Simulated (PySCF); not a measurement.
**N2O, SMILES `[N-]=[N+]=O`: what the electrons do**

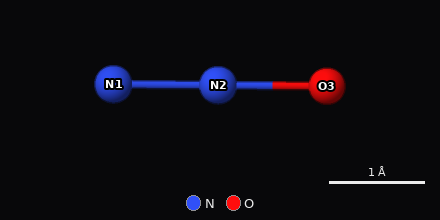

The molecule, with its atoms numbered as below. No frequency check shows the geometry to be a minimum.

Geometry (Å), atoms numbered from 1:

```
N1       1.1723    0.0000    0.0000
N2       0.0665    0.0000    0.0000
O3      -1.0839    0.0000    0.0000
```

Part 1: Bonding charge

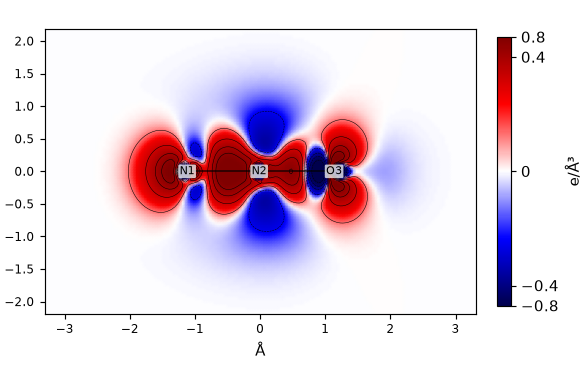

Deformation density (molecule less spherical, spin-averaged free atoms) in the molecular plane; colour scale in e/Å³, logarithmic beyond ±0.1; red: gain, blue: loss.

Computed with PySCF, TPSSh/cc-pVTZ, geometry: GFN2-xTB.

Describe the bonding that the map shows.

Answer. N2–O3: +0.59 e/Å³ at the bond critical point (bond length 1.15 Å, Mayer order 1.8). N1–N2: +0.57 e/Å³ at the bond critical point (bond length 1.11 Å, Mayer order 2.4). In all, 0.7 electrons gather in the regions of gain relative to the promolecule.

Where do the Hirshfeld charges lie?

Answer. The highest Hirshfeld charge is on N2 (+0.22 e), the lowest on O3 (−0.12 e).

| atom | charge (e) |
| --- | --- |
| N1 | −0.10 |
| N2 | +0.22 |
| O3 | −0.12 |

Part 2: Bond critical points

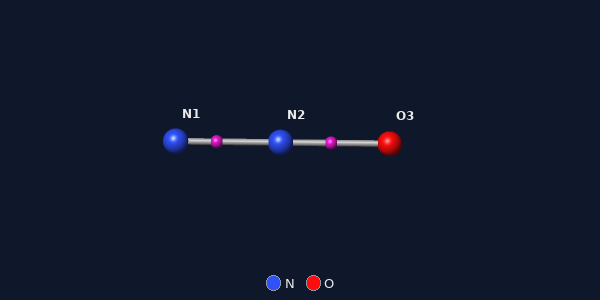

Molecular graph of the electron density (QTAIM): bond paths, bond critical points (magenta), ring points (cyan, if any); weak paths are dashed.

How many critical points of each kind are there, and does the count close?

Answer. 3 nuclei, 2 bond, 0 ring and 0 cage critical points: 3 − 2 + 0 − 0 = 1, as the Poincaré–Hopf relation requires.

What does the calculation give at each kind of bond critical point?

Answer.
```tsv
bond	length (Å)	ρ (a.u.)	∇²ρ (a.u.)	ε	H (a.u.)
N1–N2	1.106	0.619	−1.90	0.00	−1.329
N2–O3	1.150	0.588	−1.71	0.00	−0.951
```

What kind of interaction is N2–O3?

Answer. Shared-shell (covalent): ρ = 0.588, ∇²ρ = −1.71, H = −0.951 a.u.

Part 3: Electrostatic potential

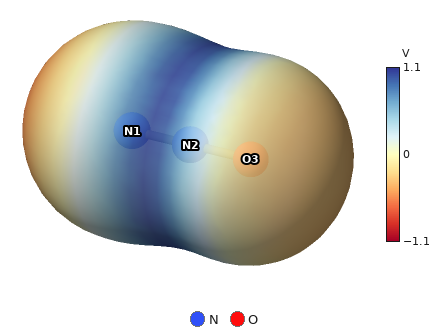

Electrostatic potential on the surface of electron density 0.001 a.u.

Where are the extremes of the potential on the surface?

Answer. Highest: 1.01 V, 1.7 Å from N2, and at like points elsewhere. Lowest: −0.65 V, 1.8 Å from N1. Further minima include −0.34 V, 1.7 Å from O3, and at like points elsewhere. The surface is sampled at points, so like sites can differ by a few per cent and only the strongest of them is named.

Part 4: Localised orbitals

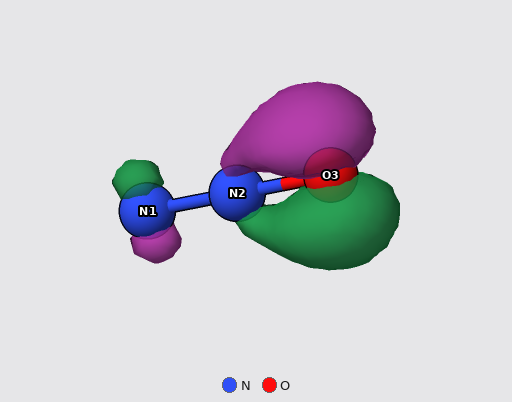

Intrinsic bond orbitals (IBO), occupied; each surface holds about 70 % of the orbital's density. Energies are diagonal elements of the Fock matrix.

Method: LDA (SVWN)/6-31+G*; geometry: GFN2-xTB; program: PySCF.

What does this orbital represent?

Answer. P-type lone pair on O3, partly delocalised onto N1 and N2 (O3 82 %, N1 10 %, N2 8 %; −10.4 eV).

The PySCF runs shown took 5.4 s and 2.6 s on 1 thread of Intel(R) Xeon(R) 6975P-C (Granite Rapids), on a shared host.
